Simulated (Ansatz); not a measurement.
System (SMILES): OO (H2O2).
Atoms: O1, O2, H3, H4. Bonds: O1-O2, O1-H3, O2-H4.

Basis-set convergence of the optimised O1-O2 bond length at PBE0 with Ansatz (a quantum-chemistry and plane-wave program). Cartesian d functions, on some or all atoms, in 6-31G*, 6-31+G*; all else is spherical. The program fits the integrals of some runs and decomposes those of others, by size. No added dispersion term, no relativity. Reference: the value in def2-QZVPPD, 1.4239 Å, itself unsure by roughly 0.0004 Å (its mean distance from pcseg-3, def2-QZVPP, cc-pVQZ). Deviations are taken from unrounded values.

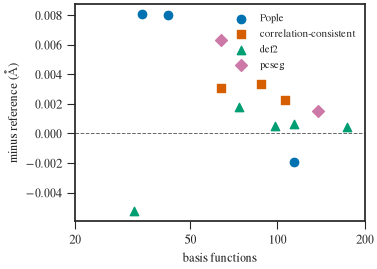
*Deviation from the reference against the number of basis functions, by family of sets.*

```
basis              functions  optimised O1-O2 bond length (Å)  minus reference (Å)
-----------------  ---------  -------------------------------  -------------------
def2-SV(P)                32                           1.4186              -0.0053
6-31G*                    34                           1.4320               0.0081
6-31+G*                   42                           1.4319               0.0080
aug-cc-pVDZ               64                           1.4270               0.0031
aug-pcseg-1               64                           1.4302               0.0063
def2-TZVP                 74                           1.4257               0.0018
cc-pVTZ                   88                           1.4272               0.0034
def2-TZVPD                98                           1.4244               0.0005
jun-cc-pV(T+d)Z          106                           1.4261               0.0022
6-311++G(3df,3pd)        114                           1.4220              -0.0019
def2-TZVPPD              114                           1.4245               0.0006
aug-pcseg-2              138                           1.4254               0.0016
def2-QZVPP               174                           1.4243               0.0004
```
